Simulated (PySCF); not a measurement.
## A study: H3P, SMILES `P`

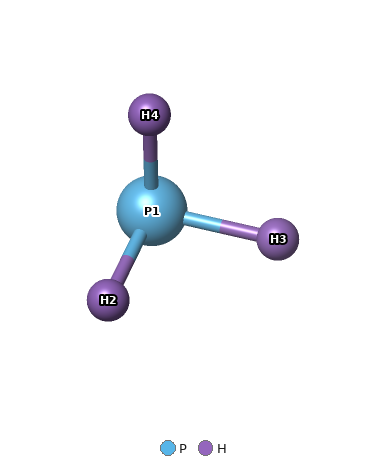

The molecule, with its atoms numbered as below. No frequency check shows the geometry to be a minimum.

Geometry (Å), atoms numbered from 1:

```
P1      -0.0000    0.0000    0.1280
H2      -1.0996    0.3515   -0.6405
H3       0.8545    0.7766   -0.6401
H4       0.2456   -1.1281   -0.6402
```

## 1. Bonding charge

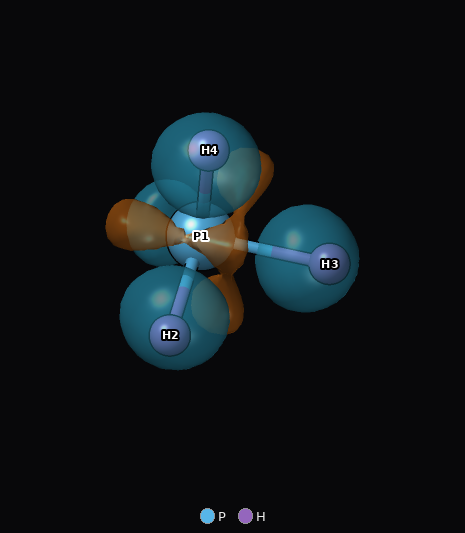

Deformation density (molecule less spherical, spin-averaged free atoms at the same positions), surfaces at ±0.09 e/Å³; light blue: gain, orange: loss.

Computed with PySCF, PBE0/def2-SVPD, geometry: GFN2-xTB.

Q: How much density has each bond gained at its critical point, relative to the free atoms?

A: P1–H2, P1–H3 and P1–H4: +0.17 e/Å³ at the bond critical point (bond length 1.39 Å). In all, 0.8 electrons gather in the regions of gain relative to the promolecule.

Q: Where do the Hirshfeld charges lie?

A: The highest Hirshfeld charge is on P1 (+0.04 e), the lowest on H2, H3 and H4 (−0.01 e).

## 2. Local ionisation energy

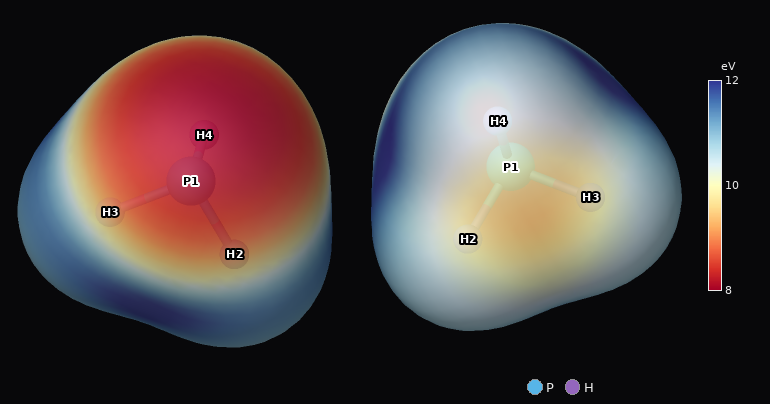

Average local ionisation energy on the surface of electron density 0.001 a.u. (back view left, front view right).

Q: Where are the most loosely bound electrons on this surface?

A: The lowest value is 8.0 eV, 2.4 Å from P1. Further minima include 9.5 eV, near H3 (1.88 Å), H4 (1.98 Å) and H2 (2.00 Å), over P1 (2.3 Å). For comparison, the highest occupied orbital lies at −7.9 eV.

## 3. Excited states

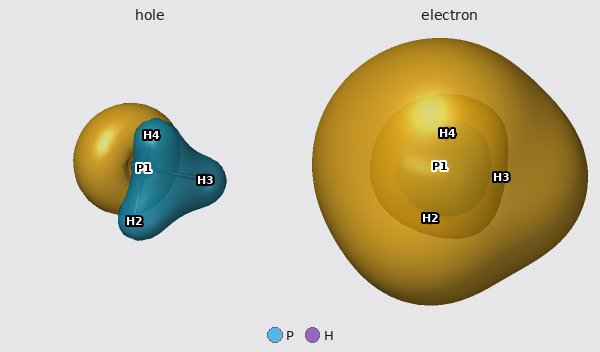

Leading natural transition orbital pair of T₃ (full linear response triplet states); the surfaces enclose about 78 % of each orbital's density.

PySCF calculation, LC-wPBE/def2-SVPD, gas phase; geometry: GFN2-xTB.

Q: Where does the state lie, and where do hole and electron sit?

A: 7.42 eV (167 nm), spin-forbidden from the singlet ground state, diffuse (Rydberg-like) orbital; the leading pair carries 97 %; hole on P1 (79 %) and H2, H3 and H4 (7 % each), electron on P1 (52 %) and H2, H3 and H4 (16 % each) (atom shares of so diffuse an orbital are rough); their centroids lie 0.4 Å apart. In canonical orbitals it is mainly HOMO → LUMO (95 %). The HOMO–LUMO gap is 13.37 eV.

## 4. Removing or adding an electron

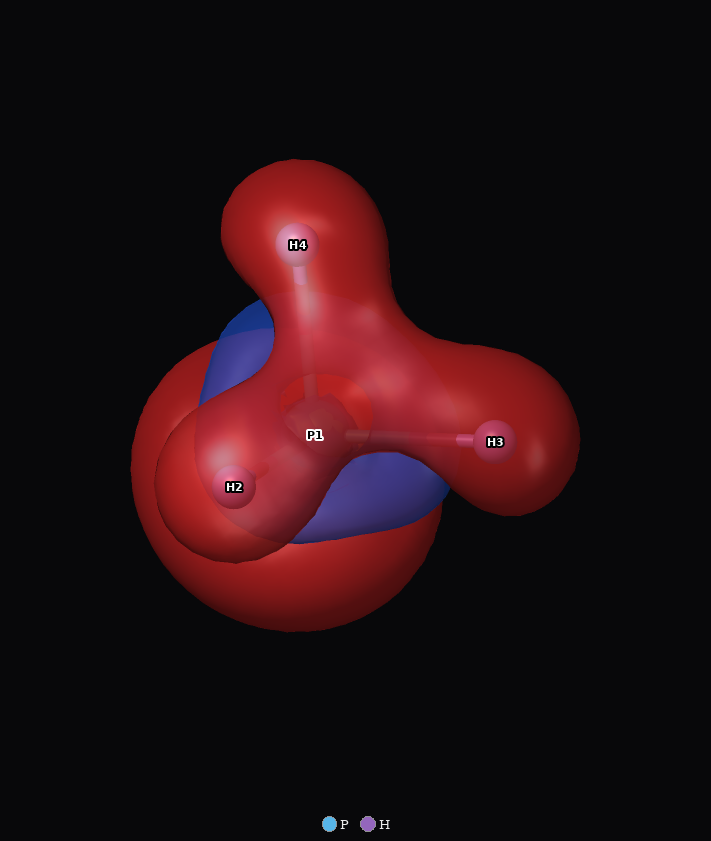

Fukui function f⁻ = ρ(N) − ρ(N−1) at fixed geometry, surfaces at ±0.04 e/Å³ (red positive, blue negative).

Level of theory: HF/6-31G* (PySCF), at a geometry from GFN2-xTB.

Q: Which atoms respond most to the removal of an electron?

A: f⁻ (Hirshfeld-condensed) is largest on P1 (0.66); the vertical ionisation energy is 9.57 eV. Condensed values hint at sites of electrophilic attack but needn't mark the atom that reacts. Orbital relaxation makes it negative in places (0.12 e in all).
